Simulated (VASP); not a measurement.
# MnCuO2 (Crednerite): structure and properties in VASP, part 4 of 11

Aim: relax MnCuO2 (Crednerite) with PBEsol + U, compute its properties on that cell and hold them against experiment. The start is a cell from a database of measured crystal structures.

VASP 6.6.1; PBEsol, DFT+U (Cu d 5 eV, Mn d 4 eV), spin-polarised from a ferromagnetic start; plane waves and PAW (Mn_pv, Cu, O).

Still holding for the runs below: The cell holds one magnetic atom, so no antiferromagnetic order fits into it.

So far, gap on the k-mesh (eV): step 2 (relaxing cell and atoms (PBEsol + U)) 0.405; step 3 (second relaxation) 0.405.

The database entry behind the starting cell differs from later determinations by our own check (a about 1 % short, old inner coordinates), so it need not match the best structure at ambient conditions.

## Step 4: Single point with fields (PBEsol + U)

A single point on the relaxed cell gives a clean self-consistent state, with density, ELF and potential written out.

INCAR

```
SYSTEM = MnCuO2
PREC = Accurate
ENCUT = 520
EDIFF = 1E-06
NELM = 100
ISMEAR = 0
SIGMA = 0.05
LREAL = .FALSE.
ALGO = Normal
GGA = PS
NBANDS = 26
ISPIN = 2
MAGMOM = 4 0.6 0 0
LDAU = .TRUE.
LDAUTYPE = 2
LDAUL = 2 2 -1
LDAUU = 4 5 0
LDAUJ = 0 0 0
LDAUPRINT = 1
LASPH = .TRUE.
LMAXMIX = 4
LORBIT = 11
LWAVE = .FALSE.
LCHARG = .TRUE.
ISIF = 2
LELF = .TRUE.
LVHAR = .TRUE.
```

POSCAR

```
MnCuO2
1.0
    2.7926571158     -1.4583286311      0.0299771144
    2.7926571158      1.4583286311      0.0299771144
   -1.4439861849      0.0000000000      5.6408443961
Mn Cu O
1 1 2
Direct
    0.0000000000      0.0000000000      0.0000000000
    0.5000000000      0.5000000000      0.5000000000
    0.4021530575      0.4021530575      0.1806834249
    0.5978469425      0.5978469425      0.8193165751
```

KPOINTS

```
Automatic mesh
0
Gamma
9 9 4
0 0 0
```

The projector-augmented-wave data sets are Mn_pv, Cu and O (PBE family, release 64).

Command:

```sh
$ mpirun -np 4 vasp_std
```

Output:

```text
[banner, memory and clock lines left out]
running    4 mpi-ranks, on    1 nodes
 distrk:  each k-point on    4 cores,    1 groups
 distr:  one band on    1 cores,    4 groups

 POSCAR found type information on POSCAR MnCuO
 POSCAR found :  3 types and       4 ions
 [... a notice as in an earlier step ...]

 LDA part: xc-table for (Slater+PW92), standard interpolation
|                                                                             |
|           W    W    AA    RRRRR   N    N  II  N    N   GGGG   !!!           |
|           W    W   A  A   R    R  NN   N  II  NN   N  G    G  !!!           |
|           W    W  A    A  R    R  N N  N  II  N N  N  G       !!!           |
|           W WW W  AAAAAA  RRRRR   N  N N  II  N  N N  G  GGG   !            |
|           WW  WW  A    A  R   R   N   NN  II  N   NN  G    G                |
|           W    W  A    A  R    R  N    N  II  N    N   GGGG   !!!           |
|                                                                             |
|     The number of bands has been changed from the values supplied in        |
|     The orbitals not found in the WAVECAR file will be initialized with     |
|     random numbers, which is usually adequate. For correlated               |
|     calculations, however, you should redo the groundstate calculation.     |
|     I found NBANDS = 26. Now, NBANDS = 28.                                  |
|                                                                             |

 POSCAR, INCAR and KPOINTS ok, starting setup
 FFT: planning ... GRIDC
 FFT: planning ... GRID_SOFT
 FFT: planning ... GRID
 WAVECAR not read
 entering main loop
       N       E                     dE             d eps       ncg     rms          rms(c)
DAV:   1     0.373065535490E+03    0.37307E+03   -0.18666E+04 11204   0.175E+03
DAV:   2     0.100442442179E+02   -0.36302E+03   -0.33651E+03 10872   0.426E+02
DAV:   3    -0.285561925140E+02   -0.38600E+02   -0.37355E+02 12328   0.148E+02
DAV:   4    -0.296520301210E+02   -0.10958E+01   -0.10921E+01 12196   0.259E+01
DAV:   5    -0.296790289653E+02   -0.26999E-01   -0.26995E-01 12280   0.441E+00    0.231E+01
DAV:   6    -0.258336819732E+02    0.38453E+01   -0.26065E+01 15176   0.755E+01    0.206E+01
DAV:   7    -0.257489704915E+02    0.84711E-01   -0.37651E+00 12552   0.362E+01    0.117E+01
DAV:   8    -0.257872301553E+02   -0.38260E-01   -0.60836E-01 13384   0.653E+00    0.699E+00
DAV:   9    -0.257587581185E+02    0.28472E-01   -0.85417E-02 16368   0.809E+00    0.130E+00
DAV:  10    -0.257624028515E+02   -0.36447E-02   -0.32196E-02 13684   0.403E+00    0.273E-01
DAV:  11    -0.257629222991E+02   -0.51945E-03   -0.28832E-03 14988   0.634E-01    0.130E-01
DAV:  12    -0.257629841924E+02   -0.61893E-04   -0.42246E-04 14760   0.409E-01    0.774E-02
DAV:  13    -0.257629998070E+02   -0.15615E-04   -0.11729E-04 15144   0.214E-01    0.295E-02
DAV:  14    -0.257630064305E+02   -0.66235E-05   -0.15984E-05 14920   0.870E-02    0.840E-03
DAV:  15    -0.257630068960E+02   -0.46548E-06   -0.17472E-06  8624   0.173E-02
   1 F= -.25763007E+02 E0= -.25763007E+02  d E =-.165209E-10  mag=     4.0000
```

Run time: 39 s. Hardware: 4 MPI ranks of AMD EPYC 9R45, shared host; peak memory 0.69 GiB; 2.6 min of CPU time.

Parts of OUTCAR (step 4):

```text
The static configuration has the point symmetry C_2h.

 Found     95 irreducible k-points:

   k-points           NKPTS =     95   k-points in BZ     NKDIM =     95   number of bands    NBANDS=     28

   NELECT =      36.0000    total number of electrons

atom =   1  type =  1  l = 2

 onsite density matrix

spin component  1

  0.8024  0.2082  0.0000  0.0000  0.0000
  0.2082  0.6654  0.0000  0.0000  0.0000
  0.0000  0.0000  0.9553 -0.0050  0.0011
  0.0000  0.0000 -0.0050  0.9664  0.0096
  0.0000  0.0000  0.0011  0.0096  0.9705

spin component  2

  0.1189 -0.0983  0.0000  0.0000  0.0000
 -0.0983  0.1754  0.0000  0.0000  0.0000
  0.0000  0.0000  0.0401 -0.0039  0.0061
  0.0000  0.0000 -0.0039  0.0900  0.0361
  0.0000  0.0000  0.0061  0.0361  0.0891

 occupancies and eigenvectors

  o =  0.0370  v =  0.0000  0.0000  0.0000  0.0000  0.0000  0.0000  0.0000  0.9182  0.2675 -0.2922      0.0000  0.0000  0.0000  0.0000  0.0000  0.0000  0.0000  0.0000  0.0000  0.0000
  o =  0.0448  v =  0.0000  0.0000  0.0000  0.0000  0.0000 -0.7988 -0.6016  0.0000  0.0000  0.0000      0.0000  0.0000  0.0000  0.0000  0.0000  0.0000  0.0000  0.0000  0.0000  0.0000
  o =  0.0565  v =  0.0000  0.0000  0.0000  0.0000  0.0000  0.0000  0.0000 -0.3958  0.6516 -0.6472      0.0000  0.0000  0.0000  0.0000  0.0000  0.0000  0.0000  0.0000  0.0000  0.0000
  o =  0.1257  v =  0.0000  0.0000  0.0000  0.0000  0.0000  0.0000  0.0000  0.0172  0.7099  0.7041      0.0000  0.0000  0.0000  0.0000  0.0000  0.0000  0.0000  0.0000  0.0000  0.0000
  o =  0.2494  v =  0.0000  0.0000  0.0000  0.0000  0.0000 -0.6016  0.7988  0.0000  0.0000  0.0000      0.0000  0.0000  0.0000  0.0000  0.0000  0.0000  0.0000  0.0000  0.0000  0.0000
  o =  0.5147  v =  0.5862 -0.8101  0.0000  0.0000  0.0000  0.0000  0.0000  0.0000  0.0000  0.0000      0.0000  0.0000  0.0000  0.0000  0.0000  0.0000  0.0000  0.0000  0.0000  0.0000
  o =  0.9520  v =  0.0000  0.0000  0.8227  0.4829 -0.2999  0.0000  0.0000  0.0000  0.0000  0.0000      0.0000  0.0000  0.0000  0.0000  0.0000  0.0000  0.0000  0.0000  0.0000  0.0000
  o =  0.9531  v = -0.8101 -0.5862  0.0000  0.0000  0.0000  0.0000  0.0000  0.0000  0.0000  0.0000      0.0000  0.0000  0.0000  0.0000  0.0000  0.0000  0.0000  0.0000  0.0000  0.0000
  o =  0.9617  v =  0.0000  0.0000 -0.5596  0.5947 -0.5772  0.0000  0.0000  0.0000  0.0000  0.0000      0.0000  0.0000  0.0000  0.0000  0.0000  0.0000  0.0000  0.0000  0.0000  0.0000
  o =  0.9785  v =  0.0000  0.0000 -0.1004  0.6427  0.7595  0.0000  0.0000  0.0000  0.0000  0.0000      0.0000  0.0000  0.0000  0.0000  0.0000  0.0000  0.0000  0.0000  0.0000  0.0000

atom =   2  type =  2  l = 2

 onsite density matrix

spin component  1

spin component  2

  0.9527  0.0007  0.0000  0.0000  0.0000
  0.0007  0.9688  0.0000  0.0000  0.0000
  0.0000  0.0000  0.8709 -0.0075 -0.0012
  0.0000  0.0000 -0.0075  0.9691  0.0007
  0.0000  0.0000 -0.0012  0.0007  0.9524

 occupancies and eigenvectors

  o =  0.8699  v =  0.0000  0.0000  0.9978  0.0614  0.0266  0.0000  0.0000  0.0000  0.0000  0.0000      0.0000  0.0000  0.0000  0.0000  0.0000  0.0000  0.0000  0.0000  0.0000  0.0000
  o =  0.8703  v =  0.0000  0.0000  0.0000  0.0000  0.0000  0.0000  0.0000  0.9970  0.0757  0.0135      0.0000  0.0000  0.0000  0.0000  0.0000  0.0000  0.0000  0.0000  0.0000  0.0000
  o =  0.9505  v = -0.8075 -0.5899  0.0000  0.0000  0.0000  0.0000  0.0000  0.0000  0.0000  0.0000      0.0000  0.0000  0.0000  0.0000  0.0000  0.0000  0.0000  0.0000  0.0000  0.0000
  o =  0.9515  v =  0.0000  0.0000  0.0231  0.0567 -0.9981  0.0000  0.0000  0.0000  0.0000  0.0000      0.0000  0.0000  0.0000  0.0000  0.0000  0.0000  0.0000  0.0000  0.0000  0.0000
  o =  0.9524  v =  0.0000  0.0000  0.0000  0.0000  0.0000  0.0000  0.0000  0.0100  0.0458 -0.9989      0.0000  0.0000  0.0000  0.0000  0.0000  0.0000  0.0000  0.0000  0.0000  0.0000
  o =  0.9527  v =  0.0000  0.0000  0.0000  0.0000  0.0000 -0.9989  0.0463  0.0000  0.0000  0.0000      0.0000  0.0000  0.0000  0.0000  0.0000  0.0000  0.0000  0.0000  0.0000  0.0000
  o =  0.9549  v = -0.5899  0.8075  0.0000  0.0000  0.0000  0.0000  0.0000  0.0000  0.0000  0.0000      0.0000  0.0000  0.0000  0.0000  0.0000  0.0000  0.0000  0.0000  0.0000  0.0000
  o =  0.9636  v =  0.0000  0.0000 -0.0628  0.9965  0.0552  0.0000  0.0000  0.0000  0.0000  0.0000      0.0000  0.0000  0.0000  0.0000  0.0000  0.0000  0.0000  0.0000  0.0000  0.0000
  o =  0.9689  v =  0.0000  0.0000  0.0000  0.0000  0.0000  0.0463  0.9989  0.0000  0.0000  0.0000      0.0000  0.0000  0.0000  0.0000  0.0000  0.0000  0.0000  0.0000  0.0000  0.0000
  o =  0.9697  v =  0.0000  0.0000  0.0000  0.0000  0.0000  0.0000  0.0000 -0.0762  0.9961  0.0449      0.0000  0.0000  0.0000  0.0000  0.0000  0.0000  0.0000  0.0000  0.0000  0.0000

 E-fermi :   5.0810

 spin component 1
 k-point     1 :       0.0000    0.0000    0.0000
  band No.  band energies     occupation
    ...
     16       2.0838      1.00000
     17       2.1811      1.00000
     18       2.2831      1.00000
     19       2.3612      1.00000
     20       4.8782      1.00000
     21       6.5818      0.00000
     22       6.9990      0.00000
     23      10.9865      0.00000
     24      12.7769      0.00000
     25      17.7051      0.00000
    ...

 k-point     2 :       0.1111   -0.0000    0.0000
  band No.  band energies     occupation
    ...
     16       2.0450      1.00000
     17       2.1091      1.00000
     18       2.2630      1.00000
     19       2.6266      1.00000
     20       4.7026      1.00000
     21       6.2758      0.00000
     22       7.2833      0.00000
     23      11.4905      0.00000
     24      12.9707      0.00000
     25      17.9365      0.00000
    ...

 k-point     3 :       0.2222   -0.0000    0.0000
  band No.  band energies     occupation
    ...
     16       2.1227      1.00000
     17       2.3803      1.00000
     18       2.6387      1.00000
     19       2.9626      1.00000
     20       4.2925      1.00000
     21       5.8082      0.00000
     22       7.7820      0.00000
     23      12.5497      0.00000
     24      13.3799      0.00000
     25      16.4539      0.00000
    ...

 k-point     4 :       0.3333   -0.0000    0.0000
  band No.  band energies     occupation
    ...
     16       2.3127      1.00000
     17       2.7068      1.00000
     18       3.0490      1.00000
     19       3.3770      1.00000
     20       3.9982      1.00000
     21       5.6616      0.00000
     22       8.1264      0.00000
     23      12.5912      0.00000
     24      13.6299      0.00000
     25      15.4399      0.00000
    ...

  Total       -0.0141665     -0.0045780      0.0066263      0.0000000      0.0000000     -0.0006520
  in kB       -0.4926447     -0.1592027      0.2304317      0.0000000      0.0000000     -0.0226726
  external PRESSURE =      -0.1404719 kB  Pullay stress =       0.0000000 kB

 POSITION                                       TOTAL-FORCE (eV/Angst)
 -----------------------------------------------------------------------------------
      0.00000      0.00000      0.00000         0.000000      0.000000      0.000000
      2.07066      0.00000      2.85040        -0.000000      0.000000      0.000000
      1.98525      0.00000      1.04332        -0.000288      0.000000     -0.003066
      2.15608      0.00000      4.65748         0.000288      0.000000      0.003066
 -----------------------------------------------------------------------------------
    total drift:                                0.000000     -0.000000      0.000000

  FREE ENERGIE OF THE ION-ELECTRON SYSTEM (eV)
  ---------------------------------------------------
  free  energy   TOTEN  =       -25.7630068960 eV

  energy  without entropy=      -25.7630068960  energy(sigma->0) =      -25.76300690

[... 10 parts as in an earlier step ...]

[... 9 further parts left out ...]
```

With spin, VASP writes an ELF for each channel.

Numbers from this step:

```
SCF cycles        : 15
bands             : 28
Fermi energy      : 5.081 eV
pressure          : -0.01405 GPa
gap on the k-mesh : 0.4052 eV
```

Valence electrons inside each PAW sphere by angular momentum. Sphere charges, by row:

| atom | s (e) | p (e) | d (e) | tot (e) |
| --- | --- | --- | --- | --- |
| Mn1 | 0.295 | 6.331 | 4.847 | 11.47 |
| Cu2 | 0.428 | 0.331 | 9.381 | 10.14 |
| O3 | 1.552 | 3.468 | 0 | 5.021 |
| O4 | 1.552 | 3.468 | 0 | 5.021 |

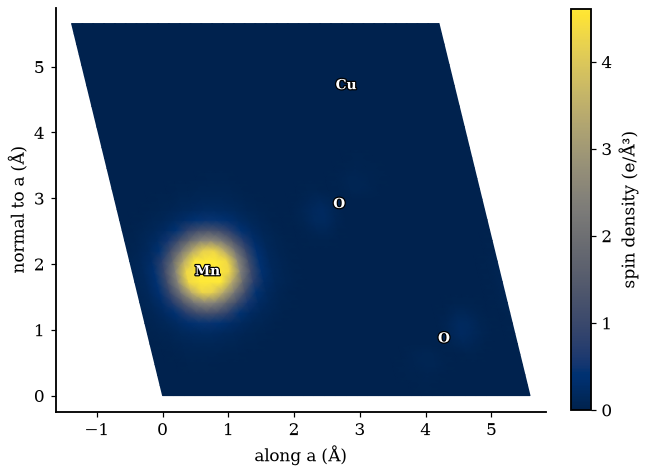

Spin density in the ac plane of the conventional cell at fractional y = 0.000, with atoms of Mn and Cu and O within 0.2 Å of it. The map starts off the cell's origin, so that atoms lie inside it.

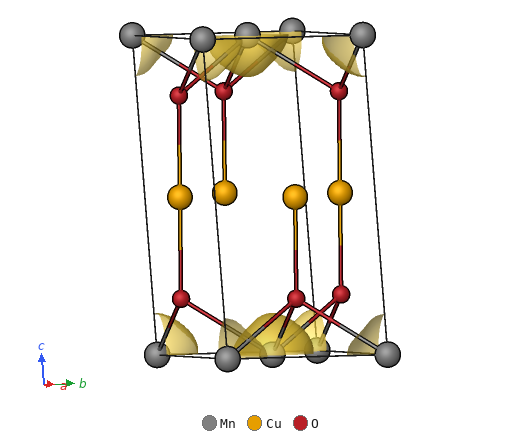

Surface of spin density = 0.63 e/Å³, which holds about 70 % of the integral of its size.

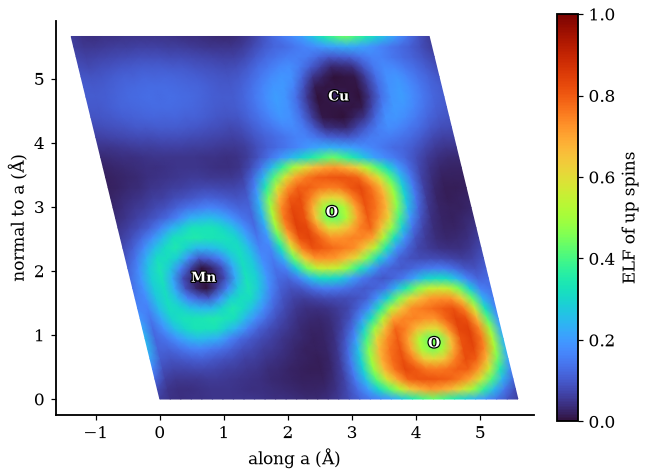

ELF of up spins in the ac plane of the conventional cell at fractional y = 0.000, with atoms of Mn and Cu and O within 0.2 Å of it. It is the smooth field of the valence electrons, not physical close to the nuclei. The map starts off the cell's origin, so that atoms lie inside it.

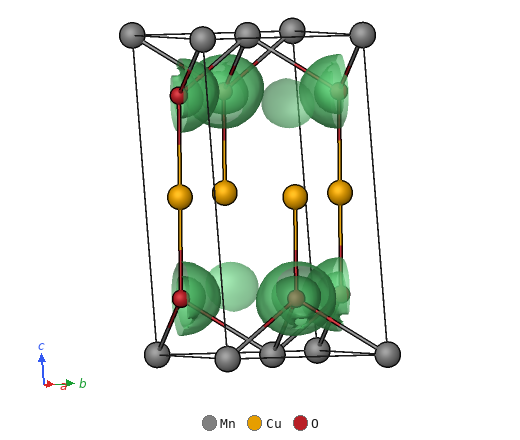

Surface of ELF of up spins = 0.76.

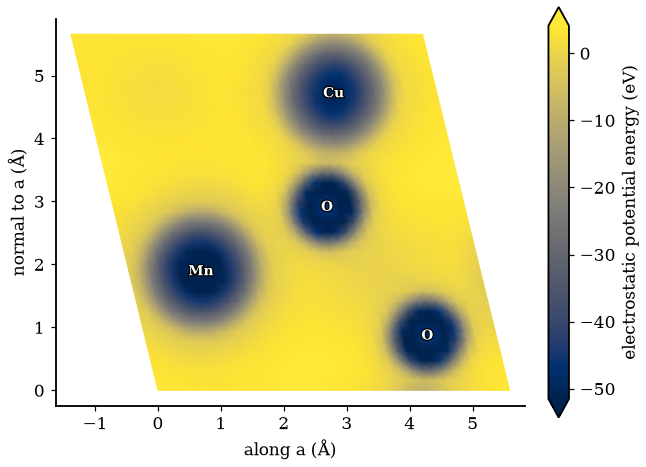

Electrostatic potential energy in the ac plane of the conventional cell at fractional y = 0.000, with atoms of Mn and Cu and O within 0.2 Å of it. With pseudopotentials it is smooth inside the atoms' cores, unlike the true potential. The map starts off the cell's origin, so that atoms lie inside it.

In this run the pressure is -0.01 GPa, small enough to go on.

(Continued in part 5 of 11.)

[Lines on the potential files, build, host, timing and source positions are cut from VASP's logs without a mark.]

[Logs are printed without paths, hosts, clocks, repeated set-up lines and the standing remarks that a program may print on its own settings, such as how far it seeks lower states.]

[Hosts, paths, dates, database ids (printed as entryN), source tags and the programs' standing remarks are cut or masked in the printed files.]

[Measured values are set beside computed ones only where the two were judged alike; some that the calculation misses by far are left out.]
